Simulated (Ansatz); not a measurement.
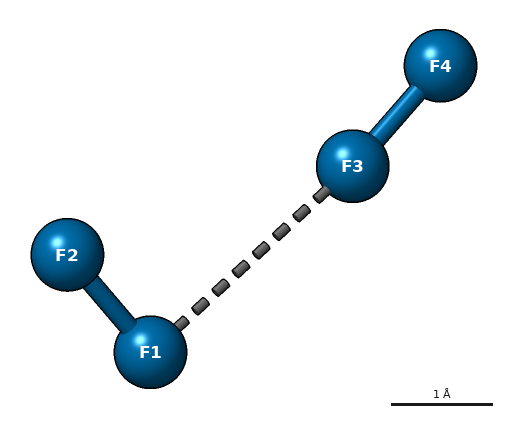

Two molecules or ions; the broken line marks their closest contact (measured against van der Waals radii). The computed structure is the end point of a PBE0-D4/def2-TZVP optimisation. Program: Ansatz 0.2.0.

**Which two species are they?**

F2 and F2 (`FF.FF`).

**How long is the contact?**

F1···F3 is 2.87 Å.

Give the counterpoise-corrected interaction energy (kcal/mol, monomers kept as in the pair) with CCSD(T)/CBS (MP2 limit from def2-TZVPPD and def2-QZVPPD plus CCSD(T) − MP2).

```
                                                                      level  interaction energy (kcal/mol)
CCSD(T)/CBS (MP2 limit from def2-TZVPPD and def2-QZVPPD plus CCSD(T) − MP2)                           −0.3
```
